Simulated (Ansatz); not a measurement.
```
CELL_PARAMETERS angstrom
6.59320 0.00000 0.00000
0.00000 4.34126 0.00000
0.00000 0.00000 9.96470
ATOMIC_POSITIONS crystal
Re 0.21520 0.25000 0.04990
Re 0.28480 0.75000 0.54990
Re 0.71520 0.25000 0.45010
Re 0.78480 0.75000 0.95010
Re 0.53620 0.25000 0.89560
Re 0.96380 0.75000 0.39560
Re 0.03620 0.25000 0.60440
Re 0.46380 0.75000 0.10440
Yb 0.27730 0.25000 0.33870
Yb 0.22270 0.75000 0.83870
Yb 0.77730 0.25000 0.16130
Yb 0.72270 0.75000 0.66130
Re 0.91620 0.25000 0.85490
Re 0.58380 0.75000 0.35490
Re 0.41620 0.25000 0.64510
Re 0.08380 0.75000 0.14510
```

Space group Pnma; built by placing these elements on a known structure type; not relaxed (largest force 1.3 eV/Å); computed without spin polarisation; no Hubbard U on the f states and no spin–orbit coupling.

Computed with DFT, PAW plane waves, r2SCAN (Ansatz).

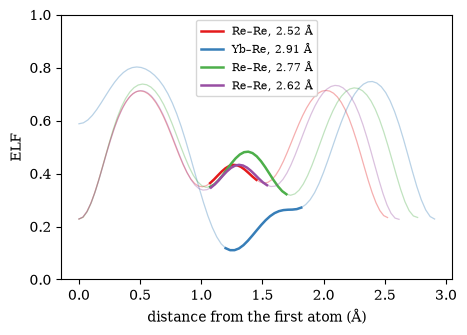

YbRe₃. Electron localisation function along straight lines between neighbouring atoms. Thin, pale parts lie inside the atomic spheres.

Core electrons are frozen (PAW), and the valence fields are smoothed inside the atomic spheres.

> What can be read from the curves?

Re–Re (2.52 Å): the ELF is about 0.45 at the midpoint.
Yb–Re (2.91 Å): the ELF is about 0.20 at the midpoint; no localised pair shows between them.
Re–Re (2.77 Å): the ELF is about 0.50 at the midpoint.
Re–Re (2.62 Å): the ELF is about 0.45 at the midpoint.
